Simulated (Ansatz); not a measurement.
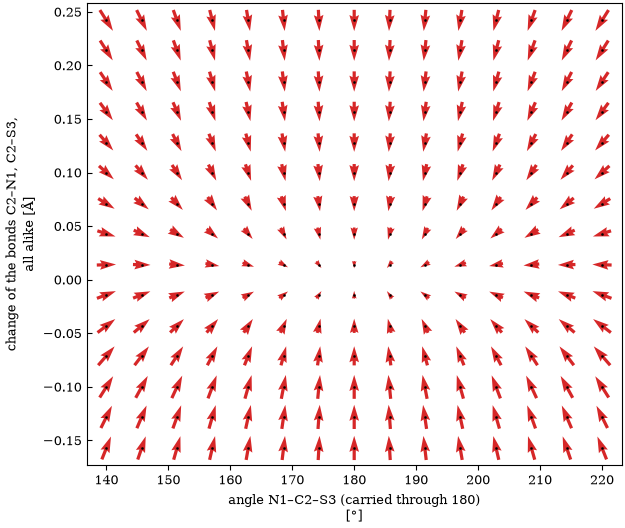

CNS, SMILES [N-]=C=S, charge −1. Coordinates scanned: (1) angle N1–C2–S3 (carried through 180); (2) change of the bonds C2–N1, C2–S3, all alike. Nothing is relaxed (all other coordinates rigid). Grid: 15 × 15 points; 179 points were computed and 46 follow by symmetry. Points are written as (first, second). The restricted reference is unstable at some or all points, so the energies there are unreliable. Method: Ansatz, RHF-MP2, frozen core/def2-TZVPD.

Drawn: dots at the grid points, arrows along the force (downhill), their lengths compressed.

Question: The arrows alone are given. Where is the energy lowest?

Answer: The arrows converge at about (180°, 0.000 Å) (read from the interpolated surface).

The energy map of the same scan:

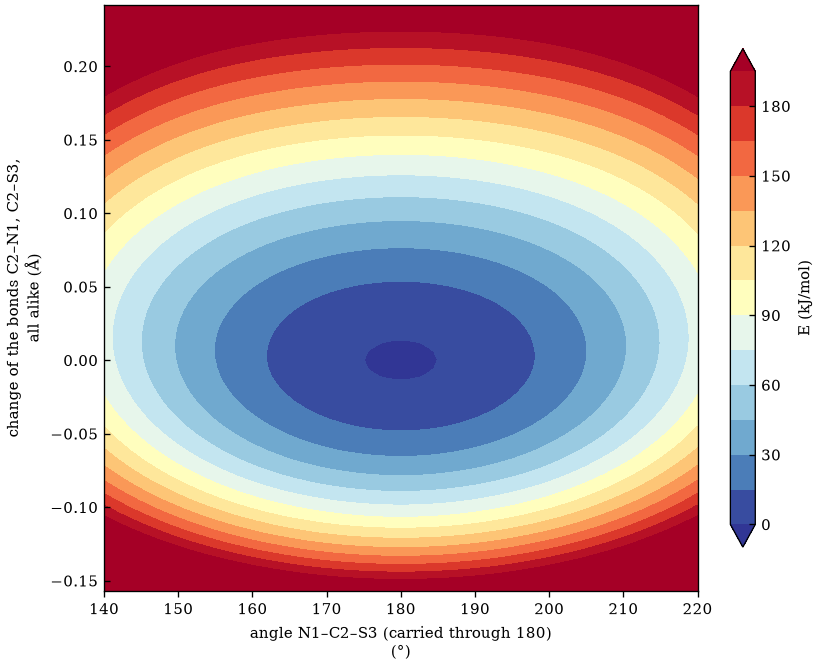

Energies are in kJ/mol, from the lowest grid point; between grid points the surface is interpolated.
